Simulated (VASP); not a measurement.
Band structure of Ho (hcp). All values below come from RPBE GGA, VASP's PBE PAW potentials (set 64) (plane waves; VASP).

The 4f electrons are frozen in the core of the lanthanide potential, so 4f levels, which can set the real gap, and their magnetism are missing.

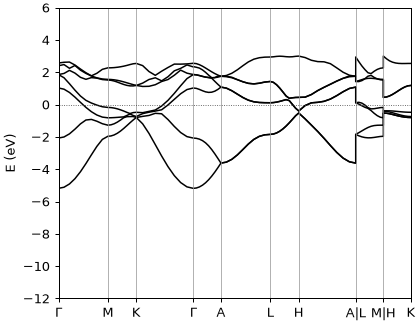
*Bands along high-symmetry lines, zero at the valence-band maximum or, without a gap, the Fermi level*

Q: Read the plot: is there a gap, and where are the band edges?

A: It has no gap at this level: it comes out as a metal or semimetal. (Edges off the drawn lines would not show.)

The compound is Ho in the hcp structure. It was relaxed first.
